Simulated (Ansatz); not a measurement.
## A ladder of methods for BF (SMILES [B]F)

BF: 2 atoms, total charge 0, spin state singlet. As SMILES, `[B]F`. Geometry: relaxed at GFN2-xTB.

```xyz
2

B     0.0000    0.0000    0.0000
F     0.0000    0.0000    1.2444
```

Quantity: the electronic atomisation energy, in eV. The values are calculated. Electronic energies at fixed atoms, without zero-point motion or spin-orbit coupling.

```tsv
level	kind	program	value (eV)	less FCI/STO-3G
HF/STO-3G	Hartree–Fock	Ansatz	6.02	-1.20
PBE0/STO-3G	global hybrid	Ansatz	8.53	+1.31
CAM-B3LYP/STO-3G	range-separated hybrid	Ansatz	8.63	+1.41
wB97X/STO-3G	range-separated hybrid	Ansatz	8.44	+1.22
B2PLYP/STO-3G	double hybrid	Ansatz	8.03	+0.81
CCSD/STO-3G	coupled cluster or CI	Ansatz	7.03	-0.19
CCSDT/STO-3G	coupled cluster or CI	Ansatz	7.21	-0.01
CCSDTQ/STO-3G	coupled cluster or CI	Ansatz	7.22	0.00
FCI/STO-3G	exact in the basis	Ansatz	7.22	0.00
```

FCI/STO-3G is exact within its basis and frozen core, so for wave-function methods in that basis the difference is their error; functionals converge differently with the basis, so for them it is only a difference. The values span 6.02 to 8.63 eV. All rows use very small basis sets, so even the best lies far from the true value.

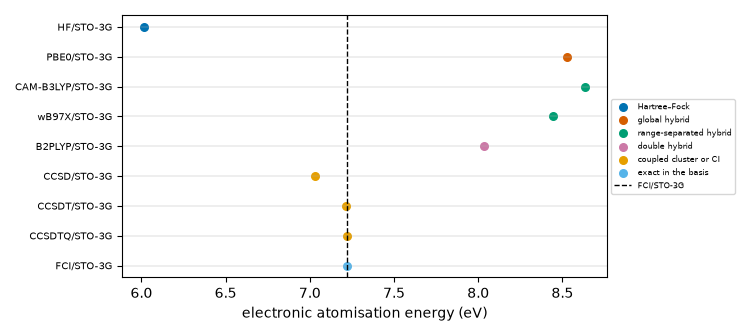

The values of the table, level by level.
